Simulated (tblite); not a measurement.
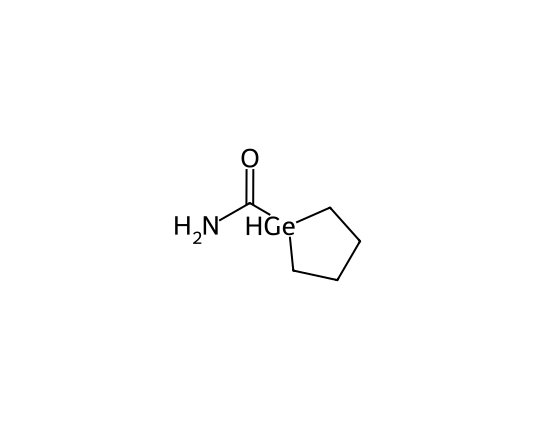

Source: calculation with tblite.

Skeletal drawing of a molecule.

Question: Transcribe the drawing into SMILES.

Answer: N[C](=O)[GeH]1[CH2]CC[CH2]1

Question: Give the formula, hydrogens included.

Answer: C5H11GeNO.
